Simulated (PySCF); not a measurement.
SMILES CC(C)CC#N (C₅H₉N) at its GFN2-xTB optimised geometry (Å):

```
15

C      0.1796    -1.1566     0.4770
C      0.5928    -0.0411    -0.4791
C      2.1123     0.0450    -0.5888
C      0.0297     1.3091     0.0000
C     -1.4095     1.3091     0.0000
N     -2.5528     1.2967    -0.0107
H     -0.9042    -1.2137     0.5538
H      0.5502    -2.1156     0.1226
H      0.5871    -0.9781     1.4706
H      0.1771    -0.2545    -1.4704
H      2.5176    -0.9007    -0.9405
H      2.5528     0.2654     0.3818
H      2.4094     0.8243    -1.2877
H      0.3777     1.5193     1.0158
H      0.3703     2.1156    -0.6561
```

Computed with B3LYP/def2-TZVP (PySCF 2.14.0). Cells within 0.4 Å of a nucleus heavier than hydrogen are left out (blank, or x).

Map of the log10 of the electron density (e/bohr³), floored at −4 on the plane z = 0.0 Å:

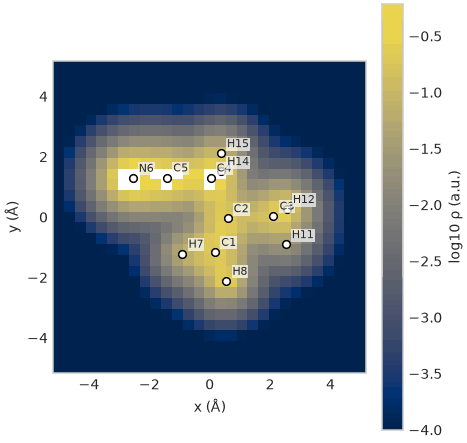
Figure. Log10 of the electron density (e/bohr³), floored at −4 on the plane z = 0.0 Å.
